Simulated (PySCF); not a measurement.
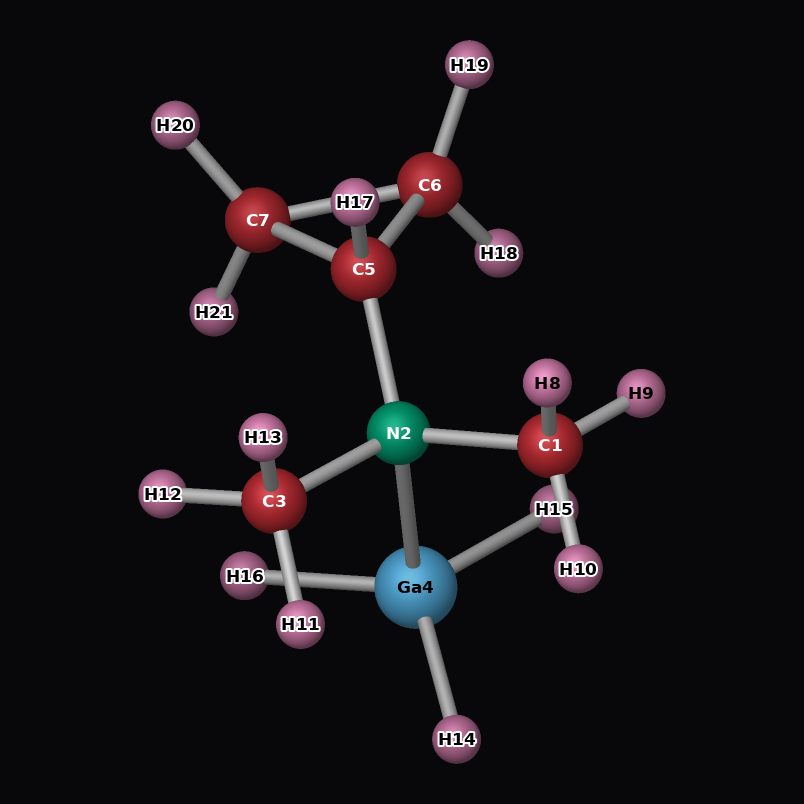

The computed structure is the end point of a PBE0-D3(BJ)/def2-SVP optimisation. No frequency run is at hand to confirm it as a minimum. Properties computed with delta-SCF UKS SCAN, pcX-2 on the ionised atom, pcseg-1 elsewhere, spin-free X2C (PySCF 2.14.0).

Give the core-electron binding energies (to vacuum) of C1 1s, N2 1s, C5 1s, C6 1s.

| atom | level | binding energy (eV) |
| --- | --- | --- |
| C1 | 1s | 291.8 |
| N2 | 1s | 406.1 |
| C5 | 1s | 291.8 |
| C6 | 1s | 290.8 |
